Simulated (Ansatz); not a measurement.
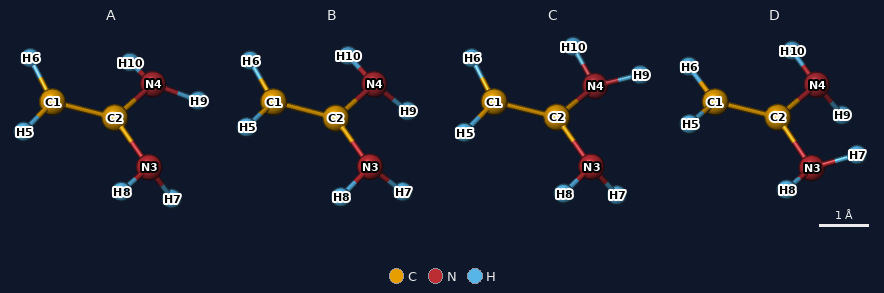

4 geometries from a converged minimum-energy path of C2H6N2, shuffled. A ball-and-stick model, seen from a free direction.

Level of theory: Ansatz 0.2.0, RKS PBE0-D4/def2-SVP. Set-up: 7 movable images; climbing image; force threshold 0.05 eV/Å; iteration limit 60; starting path through a guess of the saddle point.

Q: Which frame is the top of the path?

A: B. In order along the path, whose images run from 0 to 8: D (image 0, 0.000 eV), B (image 2, +0.127 eV), A (image 5, +0.116 eV), C (image 8, 0.000 eV). The motion is an umbrella inversion at N3. No bond forms or breaks between the ends. Among the angles between lasting bonds that change up to the highest image: C2–N4–H9 113.0° → 115.5°.
